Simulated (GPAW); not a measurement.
# How the plane-wave cutoff moves the magnetism of zigzag Ir chain, bond 3.025 A

Two starts of zigzag Ir chain, bond 3.025 A are run at each rung of the plane-wave cutoff. Which rung is enough?

Method: LDA; plane waves with GPAW's PAW setups, scalar-relativistic, in GPAW 26.7.0.

## (1) The starting structure

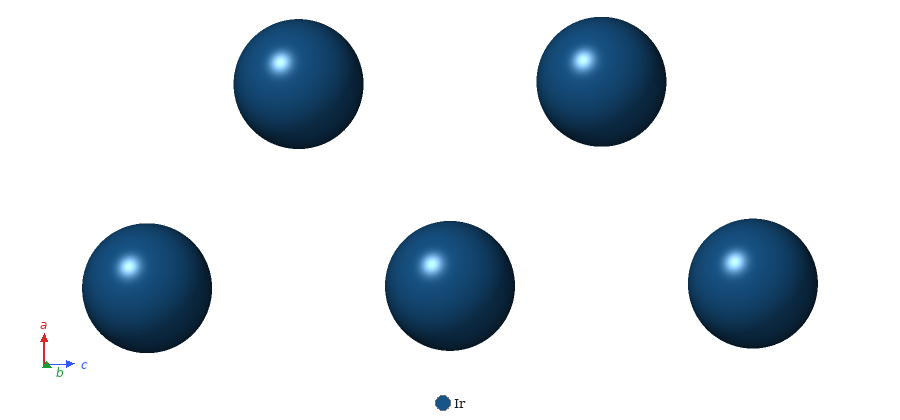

The starting structure, seen from the side, with the c axis across the page (iridium blue). 1×1×2 cells are drawn. Some periodic images of atoms are drawn too.

The cell holds 2 atoms: 2 Ir. Cell: a = 12.000 Å, b = 12.000 Å, c = 3.630 Å, α = 90.0°, β = 90.0°, γ = 90.0°. model lattice. Vacuum lies along a and b. The structure's axis is c.

## (2) Rung 1 (250 eV), start ferro ++

The ladder starts at a low cutoff and climbs, to see from where on the results stand still.

Input file order1.py:

```python
import json
import numpy as np
from ase import Atoms
from ase.parallel import paropen, parprint
from gpaw import GPAW

atoms = Atoms(['Ir', 'Ir'],
    cell=[[12.0, 0.0, 0.0],
         [0.0, 12.0, 0.0],
         [0.0, 0.0, 3.63]],
    scaled_positions=[[0.39916667, 0.5, 0.0],
         [0.60083333, 0.5, 0.5]],
    pbc=True,
    magmoms=[1.0, 1.0])
atoms.calc = GPAW(mode={'name': 'pw', 'ecut': 250},
    xc='LDA',
    kpts={'size': (1, 1, 8), 'gamma': True},
    occupations={'name': 'fermi-dirac', 'width': 0.05},
    convergence={'density': 1e-05, 'energy': 1e-05},
    maxiter=200,
    txt='order1.txt')
e = atoms.get_potential_energy(force_consistent=True)
res = {'free_energy': e, 'energy_sigma0': atoms.get_potential_energy(), 'fermi_energy': atoms.calc.get_fermi_level()}
res['moments'] = atoms.get_magnetic_moments().tolist()
res['total'] = atoms.get_magnetic_moment()
parprint('site moments (muB):', np.round(res['moments'], 3))
parprint(f"total moment: {res['total']:.3f} muB")
parprint(f'free energy: {e:.6f} eV')
atoms.calc.write('order1.gpw')
with paropen('results.json', 'w') as f:
    json.dump(res, f)
```

Command:

```
OMP_NUM_THREADS=1 python3 order1.py > order1.log
```

What it wrote:

```text
site moments (muB): [1.866 1.866]
total moment: 4.480 muB
free energy: -7.832431 eV

--- order1.txt ---
Input parameters:
  mode=PW(ecut=250),
  convergence={'density': 1e-05, 'energy': 1e-05},
  kpts=MonkhorstPack(size=(1, 1, 8), gamma=True),
  maxiter=200,
  occupations=Occupations(name='fermi-dirac', width=0.05),
  xc=XC(name='LDA')

Diagonalizing LCAO Hamiltonian
Converting LCAO to pw mode
        .----------------------------.
       /|                            |
      / |                            |
     /  |                            |
    /   .----------------------------.
   /   /              Ir            /
  /   /                            /
 *   /                            /
 |  /           Ir               /
 | /                            /
 |/                            /
 *----------------------------*

Atoms  # Å, Bohr magnetons
|   | symbol |        x |        y |        z |    initial magnetic moments |
|---|--------|----------|----------|----------|-----------------------------|
| 0 |     Ir | 4.790000 | 6.000000 | 0.000000 | ( 0.0000,  0.0000,  1.0000) |
| 1 |     Ir | 7.210000 | 6.000000 | 1.815000 | ( 0.0000,  0.0000,  1.0000) |

Unit cell  # Å
| periodic |         x |         y |        z |   lengths |    angles |
|----------|-----------|-----------|----------|-----------|-----------|
|      yes | 12.000000 |  0.000000 | 0.000000 | 12.000000 | 90.000000 |
|      yes |  0.000000 | 12.000000 | 0.000000 | 12.000000 | 90.000000 |
|      yes |  0.000000 |  0.000000 | 3.630000 |  3.630000 | 90.000000 |

Number of symmetries: 4

BZ-sampling:
  Number of BZ points: 8
  Number of IBZ points: 5

  Monkhorst-Pack size: [1, 1, 8]
  Monkhorst-Pack shift: [0.0, 0.0, 0.0625]

Plane wave coefficients: 4729
Cutoff: 250.0 eV

Spin-components: 2 (collinear spins)
Bands:           24
Projectors:      12
Spin-degeneracy: 1
Datatype:        complex128

Parallelization:
  kpt:    1
  domain: 1
  band:   1

Density:
  Valence electrons: 30.0
  Components: 2
  Grid points: [45 45 14]
  Charge: 0.0  # |e|

Potential:
  Grid points: [45 45 14]

[... setups left out ...]
Reference energy: -968424.475923  # eV

eigensolver:
  PPCG
  Converge bands: occupied
  niter=2

density mixing:
  MSR1-Mixer
  Pratt-step length: 0.05
  Maximum mixing coefficient: 0.75
  Old densities: 10
  SVD Regularization: 0.005
  Good broyden scale: 1.0
  Trust region scale: 1.0
  Backstep threshold: 4.0
  History deletion threshold: 6.0
  Fourier metric: weight=20.0, sigma=0.015

occupation numbers:
  Fermi-Dirac:
    width: 0.0500  # eV

poisson solver:
  ecut: 2000.0  # eV

xc functional:
  name: None

convergence criteria:
- Maximum integral of absolute [dens]ity change: 1e-05 electrons / valence electron
- Maximum [total energy] change in last 3 cyles: 1e-05 eV / valence electron
- Maximum integral of absolute [eigenst]ate change: 4e-08 eV^2 / valence electron
maximum number of iterations: 200

SCF iterations
|iter     |      energy | eigst |  dens |  magmom |
|---------|-------------|-------|-------|---------|
|iter:   1|       0s |   -8.304453 | -0.78 |       |  +2.0014|
|iter:   2|       1s |   -8.062335 | -2.13 | -1.00 |  +2.0151|
|iter:   3|       1s |   -7.627740 | -0.96 | -1.04 |  +2.6633|
|iter:   4|       2s |   -7.707632 | -2.42 | -1.19 |  +3.2885|
|iter:   5|       2s |   -7.783968 | -2.52 | -1.45 |  +4.0135|
|iter:   6|       3s |   -7.795067 | -2.96 | -1.65 |  +4.3813|
|iter:   7|       4s |   -7.796149 | -4.02 | -2.20 |  +4.4629|
|iter:   8|       4s |   -7.796831 | -4.50 | -2.48 |  +4.4707|
|iter:   9|       5s |   -7.797041 | -5.05 | -2.95 |  +4.4891|
|iter:  10|       6s |   -7.796923c| -5.60 | -2.48 |  +4.4890|
|iter:  11|       6s |   -7.797002c| -5.95 | -3.16 |  +4.4798|
|iter:  12|       7s |   -7.796997c| -6.63 | -3.94 |  +4.4804|
|iter:  13|       8s |   -7.796998c| -7.13 | -4.47 |  +4.4803|
|iter:  14|       8s |   -7.796997c| -7.46c| -5.01c|  +4.4804|

Converged in 14 steps
Energy contributions relative to reference atoms: (reference = -968424.475923)

Energy contributions:
  Kinetic:         -16.837982
  Coulomb:          15.808966
  Zero:              0.658425
  External:          0.000000
  Xc:               -7.390972
  Entropy:          -0.070868
  Spinorbit:         0.000000
  ----------------------------
  Free energy:      -7.832431
  Extrapolated:     -7.796997

dipole moment: (0.000005, 0.000007, -12.978736)  # |e|*Ang

Total magnetic moment: (0.000000, 0.000000, 4.480390)

Local magnetic moments
|        x |        y |        z |
|----------|----------|----------|
| 0.000000 | 0.000000 | 1.865743 |  # Ir   0
| 0.000000 | 0.000000 | 1.865742 |  # Ir   1

Fermi level: -4.397
Eigenvalues  # (at kpt = [0.000, 0.000, 0.000])
| band index |      eig [eV] | occ [0-1] |      eig [eV] | occ [0-1] |
|------------|---------------|-----------|---------------|-----------|
|          0 |       -53.144 |     1.000 |       -52.047 |     1.000 |
|        ... |               |           |               |           |
|          8 |        -6.471 |     1.000 |        -5.418 |     1.000 |
|          9 |        -6.336 |     1.000 |        -5.188 |     1.000 |
|         10 |        -5.876 |     1.000 |        -4.859 |     1.000 |
|         11 |        -5.644 |     1.000 |        -4.488 |     0.861 |
|         12 |        -5.582 |     1.000 |        -4.469 |     0.808 |
|         13 |        -5.522 |     1.000 |        -4.359 |     0.320 |
|         14 |        -5.463 |     1.000 |        -4.233 |     0.036 |
|         15 |        -5.253 |     1.000 |        -4.036 |     0.001 |
|         16 |        -4.775 |     0.999 |        -3.816 |     0.000 |
|         17 |        -4.772 |     0.999 |        -3.558 |     0.000 |
|         18 |        -1.701 |     0.000 |        -1.361 |     0.000 |
|         19 |        -1.296 |     0.000 |        -0.843 |     0.000 |
|         20 |         0.446 |     0.000 |         0.792 |     0.000 |
|         21 |         0.923 |     0.000 |         0.998 |     0.000 |
|         22 |         1.655 |     0.000 |         1.745 |     0.000 |
|         23 |         1.706 |     0.000 |         1.839 |     0.000 |

No gap
No difference between direct/indirect transitions
```

It took 11 s on 1 MPI rank of AMD EPYC 9R45, shared host; peak memory 0.21 GiB.

Spin moment in the augmentation sphere by atom:

| atom | spin moment in the augmentation sphere (μB) |
| --- | --- |
| Ir1 | 1.87 |
| Ir2 | 1.87 |

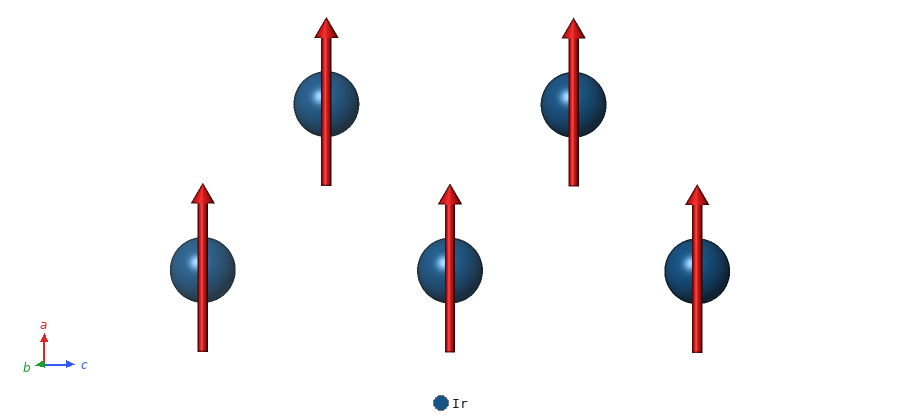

Spin moment in the augmentation sphere as arrows, the longest 1.87 μB. Up and down stand for the sign. Arrows give size and sign along the axis of quantisation, drawn up and down the page. 1×1×2 cells are drawn. Some periodic images of atoms are drawn too.

This step gave:

```yaml
magnetization: 4.480 μB
final_state: ferromagnetic
```

After 14 cycles the largest moment stands at 1.87 μB.

## (3) Rung 1 (250 eV), start antiferro +-

The second start gives the energy difference between the two end states, the quantity that is followed up the ladder.

order2.py is the script of step 2 with these lines changed:

```diff
@@ -13,3 +13,3 @@
     pbc=True,
-    magmoms=[1.0, 1.0])
+    magmoms=[1.0, -1.0])
 atoms.calc = GPAW(mode={'name': 'pw', 'ecut': 250},
@@ -20,3 +20,3 @@
     maxiter=200,
-    txt='order1.txt')
+    txt='order2.txt')
 e = atoms.get_potential_energy(force_consistent=True)
@@ -28,3 +28,3 @@
 parprint(f'free energy: {e:.6f} eV')
-atoms.calc.write('order1.gpw')
+atoms.calc.write('order2.gpw')
 with paropen('results.json', 'w') as f:
```

Command:

```
OMP_NUM_THREADS=1 python3 order2.py > order2.log
```

What it wrote:

```text
site moments (muB): [ 1.091 -1.09 ]
total moment: 0.000 muB
free energy: -7.332051 eV

--- order2.txt ---
Input parameters:
  mode=PW(ecut=250),
  convergence={'density': 1e-05, 'energy': 1e-05},
  kpts=MonkhorstPack(size=(1, 1, 8), gamma=True),
  maxiter=200,
  occupations=Occupations(name='fermi-dirac', width=0.05),
  xc=XC(name='LDA')

Diagonalizing LCAO Hamiltonian
Converting LCAO to pw mode
        .----------------------------.
       /|                            |
      / |                            |
     /  |                            |
    /   .----------------------------.
   /   /              Ir            /
  /   /                            /
 *   /                            /
 |  /           Ir               /
 | /                            /
 |/                            /
 *----------------------------*

Atoms  # Å, Bohr magnetons
|   | symbol |        x |        y |        z |    initial magnetic moments |
|---|--------|----------|----------|----------|-----------------------------|
| 0 |     Ir | 4.790000 | 6.000000 | 0.000000 | ( 0.0000,  0.0000,  1.0000) |
| 1 |     Ir | 7.210000 | 6.000000 | 1.815000 | ( 0.0000,  0.0000, -1.0000) |

Number of symmetries: 4

BZ-sampling:
  Number of BZ points: 8
  Number of IBZ points: 5

  Monkhorst-Pack size: [1, 1, 8]
  Monkhorst-Pack shift: [0.0, 0.0, 0.0625]

Plane wave coefficients: 4729
Cutoff: 250.0 eV

Spin-components: 2 (collinear spins)
Bands:           22
Projectors:      12
Spin-degeneracy: 1
Datatype:        complex128

Parallelization:
  kpt:    1
  domain: 1
  band:   1

Density:
  Valence electrons: 30.0
  Components: 2
[...]
|iter:  21|      11s |   -7.246968c| -8.22c| -5.11c|  +0.0001|

Converged in 21 steps
Energy contributions relative to reference atoms: (reference = -968424.475923)

Energy contributions:
  Kinetic:         -18.066111
  Coulomb:          17.481991
  Zero:              0.656383
  External:          0.000000
  Xc:               -7.234149
  Entropy:          -0.170165
  Spinorbit:         0.000000
  ----------------------------
  Free energy:      -7.332051
  Extrapolated:     -7.246968

dipole moment: (0.000003, 0.000007, -12.933132)  # |e|*Ang

Total magnetic moment: (0.000000, 0.000000, 0.000127)

Local magnetic moments
|        x |        y |         z |
|----------|----------|-----------|
| 0.000000 | 0.000000 |  1.090609 |  # Ir   0
| 0.000000 | 0.000000 | -1.090497 |  # Ir   1

Fermi level: -4.373
Eigenvalues  # (at kpt = [0.000, 0.000, 0.000])
| band index |      eig [eV] | occ [0-1] |      eig [eV] | occ [0-1] |
|------------|---------------|-----------|---------------|-----------|
|          0 |       -52.617 |     1.000 |       -52.617 |     1.000 |
|        ... |               |           |               |           |
|          7 |        -6.574 |     1.000 |        -6.574 |     1.000 |
|          8 |        -5.895 |     1.000 |        -5.895 |     1.000 |
|          9 |        -5.583 |     1.000 |        -5.583 |     1.000 |
|         10 |        -5.379 |     1.000 |        -5.379 |     1.000 |
[...]
|         18 |        -1.450 |     0.000 |        -1.450 |     0.000 |
|         19 |        -1.036 |     0.000 |        -1.035 |     0.000 |
|         20 |         0.691 |     0.000 |         0.691 |     0.000 |
|         21 |         0.970 |     0.000 |         0.970 |     0.000 |

Gap: 0.016 eV
Transition (v -> c):
  (s=1, k=3, n=14, [0.00, 0.00, 0.38]) -> (s=0, k=2, n=15, [0.00, 0.00, 0.25])
Direct/indirect transitions are different
Direct gap: 0.021 eV
Transition at: (s=1->0, k=2, n=14, [0.00, 0.00, 0.25])
```

Run time: 14 s. Hardware: 1 MPI rank; peak memory 0.21 GiB.

Spin moment in the augmentation sphere by atom:

| atom | spin moment in the augmentation sphere (μB) |
| --- | --- |
| Ir1 | 1.09 |
| Ir2 | -1.09 |

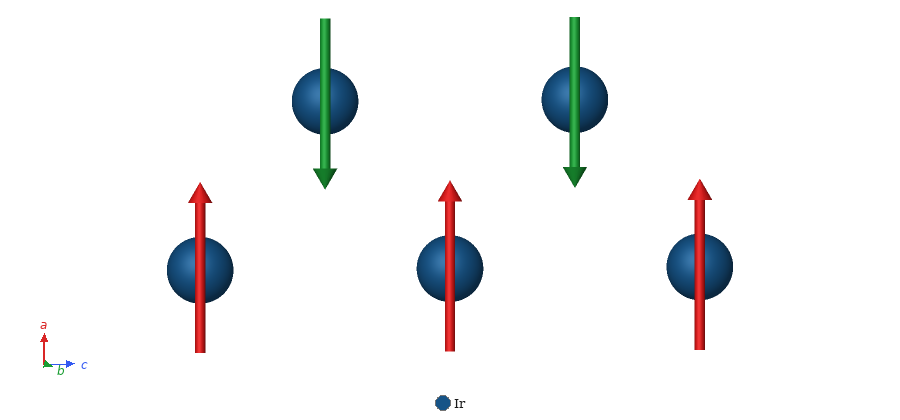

Spin moment in the augmentation sphere as arrows, the longest 1.09 μB. Up and down stand for the sign. Arrows give size and sign along the axis of quantisation, drawn up and down the page. The two directions have two colours. 1×1×2 cells are drawn. Some periodic images of atoms are drawn too.

This step gave:

| Quantity | Value |
| --- | --- |
| magnetization | 0 μB |
| final state | antiferromagnetic |

This start lies +250.2 meV a seeded atom from the first; its largest moment is 1.09 μB.

## (4) Rung 2 (325 eV), start ferro ++

order1.py is the script of step 2 with these lines changed:

```diff
@@ -14,3 +14,3 @@
     magmoms=[1.0, 1.0])
-atoms.calc = GPAW(mode={'name': 'pw', 'ecut': 250},
+atoms.calc = GPAW(mode={'name': 'pw', 'ecut': 325},
     xc='LDA',
```

Command:

```
OMP_NUM_THREADS=1 python3 order1.py > order1.log
```

What it wrote:

```text
site moments (muB): [1.874 1.874]
total moment: 4.470 muB
free energy: -8.503025 eV

--- order1.txt ---
Input parameters:
  mode=PW(ecut=325),
  convergence={'density': 1e-05, 'energy': 1e-05},
  kpts=MonkhorstPack(size=(1, 1, 8), gamma=True),
  maxiter=200,
  occupations=Occupations(name='fermi-dirac', width=0.05),
  xc=XC(name='LDA')

Diagonalizing LCAO Hamiltonian
Converting LCAO to pw mode
[...]
|         10 |        -5.873 |     1.000 |        -4.852 |     1.000 |
|         11 |        -5.640 |     1.000 |        -4.479 |     0.865 |
[...]
|         20 |         0.451 |     0.000 |         0.795 |     0.000 |
|         21 |         0.922 |     0.000 |         0.997 |     0.000 |
|         22 |         1.651 |     0.000 |         1.743 |     0.000 |
|         23 |         1.707 |     0.000 |         1.839 |     0.000 |

No gap
No difference between direct/indirect transitions


[key lines of the parts left out:]
Free energy:      -8.503025
Converged in 15 steps
dipole moment: (0.000003, 0.000007, -12.972049)  # |e|*Ang
Fermi level: -4.386
```

Run time: 14 s. Hardware: 1 MPI rank; peak memory 0.25 GiB.

Numbers from this step:

* magnetization: 4.470 μB
* final state: ferromagnetic
* largest moment: 1.874 μB

The largest moment moves by +0.01 μB from rung 1, at 1.3 times its CPU time.

## (5) Rung 2 (325 eV), start antiferro +-

order2.py is the script of step 3 with these lines changed:

```diff
@@ -14,3 +14,3 @@
     magmoms=[1.0, -1.0])
-atoms.calc = GPAW(mode={'name': 'pw', 'ecut': 250},
+atoms.calc = GPAW(mode={'name': 'pw', 'ecut': 325},
     xc='LDA',
```

Command:

```
OMP_NUM_THREADS=1 python3 order2.py > order2.log
```

What it wrote:

```text
site moments (muB): [ 1.094 -1.094]
total moment: 0.000 muB
free energy: -8.008804 eV

--- order2.txt ---
Input parameters:
  mode=PW(ecut=325),
  convergence={'density': 1e-05, 'energy': 1e-05},
  kpts=MonkhorstPack(size=(1, 1, 8), gamma=True),
  maxiter=200,
  occupations=Occupations(name='fermi-dirac', width=0.05),
  xc=XC(name='LDA')

Diagonalizing LCAO Hamiltonian
Converting LCAO to pw mode
[...]
|         19 |        -1.018 |     0.000 |        -1.018 |     0.000 |
|         20 |         0.697 |     0.000 |         0.697 |     0.000 |
|         21 |         0.968 |     0.000 |         0.968 |     0.000 |

Gap: 0.017 eV
Transition (v -> c):
  (s=1, k=3, n=14, [0.00, 0.00, 0.38]) -> (s=0, k=2, n=15, [0.00, 0.00, 0.25])
Direct/indirect transitions are different
Direct gap: 0.018 eV
Transition at: (s=1->0, k=2, n=14, [0.00, 0.00, 0.25])


[key lines of the parts left out:]
Free energy:      -8.008804
Converged in 18 steps
dipole moment: (0.000013, 0.000007, -12.925856)  # |e|*Ang
Fermi level: -4.356
```

Run time: 15 s. Hardware: 1 MPI rank; peak memory 0.25 GiB.

This step gave:

| Item | Value |
| --- | --- |
| magnetization | 0 μB |
| final state | antiferromagnetic |
| largest moment | 1.094 μB |

This start lies +247.1 meV a seeded atom from the first, a change of -3.1 meV since rung 1; its largest moment is 1.09 μB.

## (6) Rung 3 (400 eV), start ferro ++

order1.py is the script of step 4 with these lines changed:

```diff
@@ -14,3 +14,3 @@
     magmoms=[1.0, 1.0])
-atoms.calc = GPAW(mode={'name': 'pw', 'ecut': 325},
+atoms.calc = GPAW(mode={'name': 'pw', 'ecut': 400},
     xc='LDA',
```

Command:

```
OMP_NUM_THREADS=1 python3 order1.py > order1.log
```

What it wrote:

```text
site moments (muB): [1.876 1.876]
total moment: 4.468 muB
free energy: -8.719137 eV

--- order1.txt ---
Input parameters:
  mode=PW(ecut=400),
  convergence={'density': 1e-05, 'energy': 1e-05},
  kpts=MonkhorstPack(size=(1, 1, 8), gamma=True),
  maxiter=200,
  occupations=Occupations(name='fermi-dirac', width=0.05),
  xc=XC(name='LDA')

Diagonalizing LCAO Hamiltonian
Converting LCAO to pw mode
[...]
|         10 |        -5.869 |     1.000 |        -4.849 |     1.000 |
|         11 |        -5.639 |     1.000 |        -4.476 |     0.863 |
[...]
|         20 |         0.452 |     0.000 |         0.795 |     0.000 |
|         21 |         0.931 |     0.000 |         1.007 |     0.000 |
|         22 |         1.657 |     0.000 |         1.749 |     0.000 |
|         23 |         1.714 |     0.000 |         1.847 |     0.000 |

No gap
No difference between direct/indirect transitions


[key lines of the parts left out:]
Free energy:      -8.719137
Converged in 15 steps
dipole moment: (0.000008, 0.000007, -12.967974)  # |e|*Ang
Fermi level: -4.384
```

Run time: 20 s. Hardware: 1 MPI rank; peak memory 0.31 GiB.

Numbers from this step:

| Item | Value |
| --- | --- |
| magnetization | 4.468 μB |
| final state | ferromagnetic |
| largest moment | 1.876 μB |

The largest moment is that of rung 2, at 1.5 times its CPU time.

## (7) Rung 3 (400 eV), start antiferro +-

order2.py is the script of step 5 with these lines changed:

```diff
@@ -14,3 +14,3 @@
     magmoms=[1.0, -1.0])
-atoms.calc = GPAW(mode={'name': 'pw', 'ecut': 325},
+atoms.calc = GPAW(mode={'name': 'pw', 'ecut': 400},
     xc='LDA',
```

Command:

```
OMP_NUM_THREADS=1 python3 order2.py > order2.log
```

What it wrote:

```text
site moments (muB): [ 1.097 -1.097]
total moment: -0.000 muB
free energy: -8.225612 eV

--- order2.txt ---
Input parameters:
  mode=PW(ecut=400),
  convergence={'density': 1e-05, 'energy': 1e-05},
  kpts=MonkhorstPack(size=(1, 1, 8), gamma=True),
  maxiter=200,
  occupations=Occupations(name='fermi-dirac', width=0.05),
  xc=XC(name='LDA')

Diagonalizing LCAO Hamiltonian
Converting LCAO to pw mode
[...]
|         19 |        -1.015 |     0.000 |        -1.015 |     0.000 |
|         20 |         0.698 |     0.000 |         0.698 |     0.000 |
|         21 |         0.978 |     0.000 |         0.978 |     0.000 |

Gap: 0.017 eV
Transition (v -> c):
  (s=0, k=3, n=14, [0.00, 0.00, 0.38]) -> (s=1, k=2, n=15, [0.00, 0.00, 0.25])
Direct/indirect transitions are different
Direct gap: 0.018 eV
Transition at: (s=0->1, k=2, n=14, [0.00, 0.00, 0.25])


[key lines of the parts left out:]
Free energy:      -8.225612
Converged in 19 steps
dipole moment: (0.000005, 0.000007, -12.921664)  # |e|*Ang
Fermi level: -4.353
```

Elapsed: 21 s, on 1 MPI rank; peak memory 0.31 GiB.

Numbers from this step:

```yaml
magnetization: 0 μB
final_state: antiferromagnetic
largest_moment: 1.097 μB
```

This start lies +246.8 meV a seeded atom from the first, a change of -0.3 meV since rung 2; its largest moment is 1.10 μB.

[end of part 1 of 2]

[Logs and program files are shortened in this print: banners, set-up blocks, solver, clock and traceback lines can be left out without a mark of their own.]

[Logs are printed without paths, hosts, clocks, repeated set-up lines and the standing remarks that a program may print on its own settings, such as how far it seeks lower states.]

[Hosts, paths, dates, database ids (printed as entryN), source tags and the programs' standing remarks are cut or masked in the printed files.]

[Where a cell is said to come from a database of computed structures, the database is the Materials Project.]
